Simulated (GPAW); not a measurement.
# STM contrast on S/Ag(100), part 2 of 2

What would a tunnelling microscope show on S/Ag(100)?

GPAW 26.7.0; GPAW, PAW setups; slab in vacuum, relaxation (the session's first sound run).

So far. Step 2 (Relaxation): The relaxation lowered the energy of the cell by 0.132 eV (energies extrapolated to zero smearing; the optimiser's log prints free energies). The largest force left on a free atom is 0.024 eV/Å.

**3. Plane waves, PBE (continued)**

The pseudo valence density, planar mean oscillates, so the rows of the table below give means over windows of 2.15 Å about each position, cut where the curve ends. Its maxima inside the range that stand out by 2 % of the span (Å: e/Å³): 9.0: 2.23, 11.0: 2.15, 13.1: 2.19, 15.3: 2.19, 17.0: 0.437. Its minima: 10.1: 0.273, 12.0: 0.243, 14.2: 0.233, 16.3: 0.315.

Table of pseudo valence density, planar mean by z; means over each step:

| z (Å) | pseudo valence density, planar mean (e/Å³) |
| --- | --- |
| 3.22 | 0 |
| 5.37 | 3.8e-4 |
| 7.52 | 0.152 |
| 9.67 | 1.01 |
| 11.82 | 0.964 |
| 13.97 | 0.948 |
| 16.12 | 0.874 |
| 18.27 | 0.169 |
| 20.42 | 5.3e-4 |
| 22.57 | 0 |

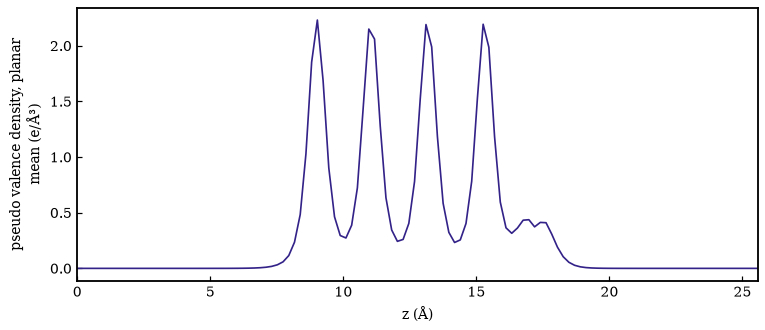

Pseudo valence density, planar mean against z.

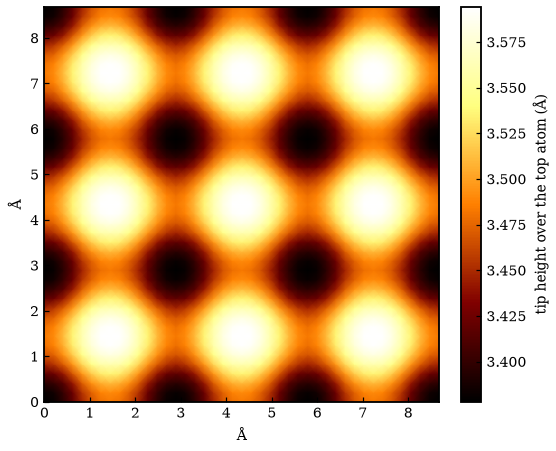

Tip height over the top atom over a1 and a2. Sample bias -2 V, constant current at the mean current 3.5 Å over the top atom. The cell is repeated, with its origin at the lower left corner.

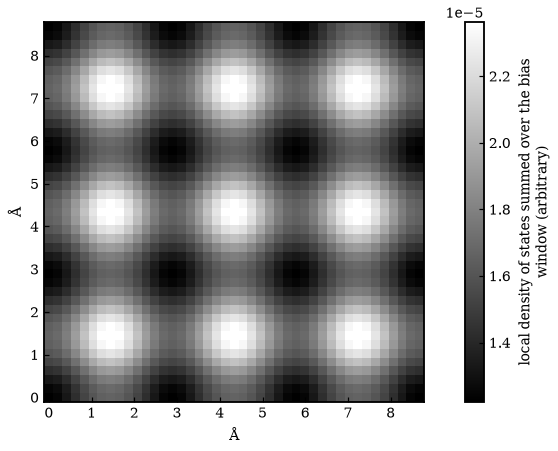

Local density of states summed over the bias window over a1 and a2. Sample bias -2 V, constant height 3.5 Å over the top atom. The cell is repeated, with its origin at the lower left corner.

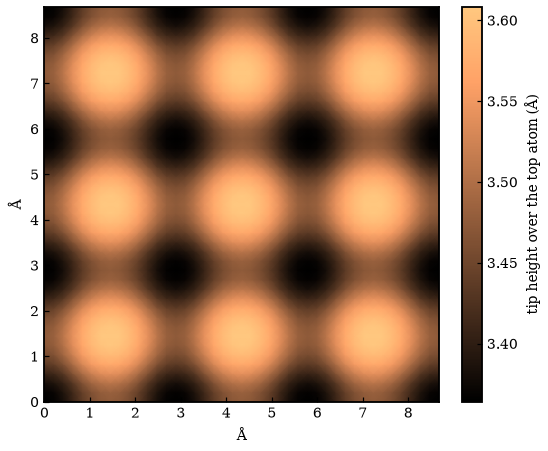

Tip height over the top atom over a1 and a2. Sample bias -1 V, constant current at the mean current 3.5 Å over the top atom. The cell is repeated, with its origin at the lower left corner.

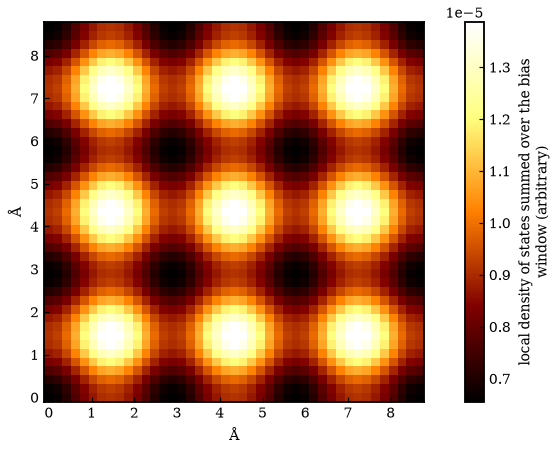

Local density of states summed over the bias window over a1 and a2. Sample bias -1 V, constant height 3.5 Å over the top atom. The cell is repeated, with its origin at the lower left corner.

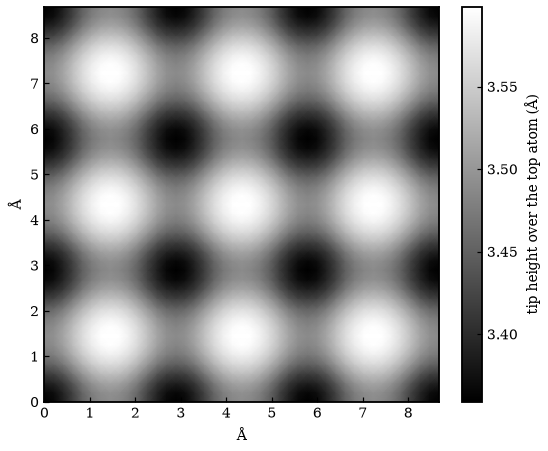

Tip height over the top atom over a1 and a2. Sample bias 1.5 V, constant current at the mean current 3.5 Å over the top atom. The cell is repeated, with its origin at the lower left corner.

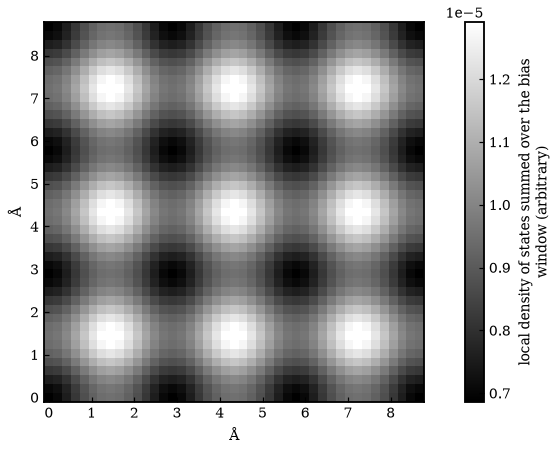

Local density of states summed over the bias window over a1 and a2. Sample bias 1.5 V, constant height 3.5 Å over the top atom. The cell is repeated, with its origin at the lower left corner.

Force by atom:

| atom | x (eV/Å) | y (eV/Å) | z (eV/Å) | size |
| --- | --- | --- | --- | --- |
| Ag1 | 0.0000 | 0.0000 | -0.0847 | 0.0847 |
| Ag2 | 0.0000 | 0.0000 | 0.0996 | 0.0996 |
| Ag3 | 0.0000 | 0.0000 | -0.0055 | 0.0055 |
| Ag4 | 0.0000 | 0.0000 | -0.0255 | 0.0255 |
| S5 | 0.0000 | 0.0000 | 0.0168 | 0.0168 |

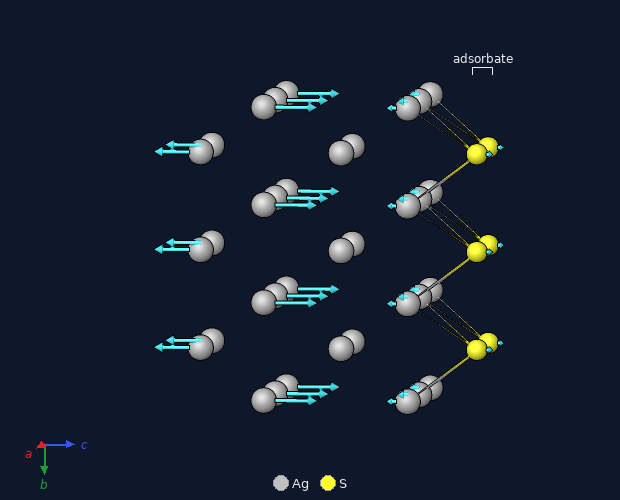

Force as arrows, the longest 0.0996 eV/Å. 2×3×1 cells are drawn. Some periodic images of atoms are drawn too.

The potential is flat to 7.3e-5 eV/Å where it is read, so the vacuum is wide enough.

**4. Outcome**

```
work function, upper and lower face : 5.944 and 4.277 eV
dipole along the normal             : -0.0771 e Å
corrugation at -2 V                 : 0.220 Å
corrugation at -1 V                 : 0.249 Å
corrugation at 1.5 V                : 0.244 Å
```

The tip height varies by 0.22 to 0.25 Å over the cell, much the same at every bias tried. Negative sample bias images filled states, positive bias empty ones. The two faces differ by 1.7 eV, the step that the slab's dipole makes (e p/(ε0 A) gives 1.7 eV), so the dipole layer is needed. The images are of Tersoff-Hamann type: an s-wave tip, no tip-sample forces, heights closer than in a microscope. The cell of 8.36 Å² holds one S, started on one chosen site; other sites and coverages weren't tried. The in-plane lattice was kept as typed, which isn't the functional's own and leaves some strain; spin-orbit coupling and temperature are left out.

[Logs are printed without paths, hosts, clocks, repeated set-up lines and the standing remarks that a program may print on its own settings, such as how far it seeks lower states.]

[Hosts, paths, dates, database ids (printed as entryN), source tags and the programs' standing remarks are cut or masked in the printed files.]
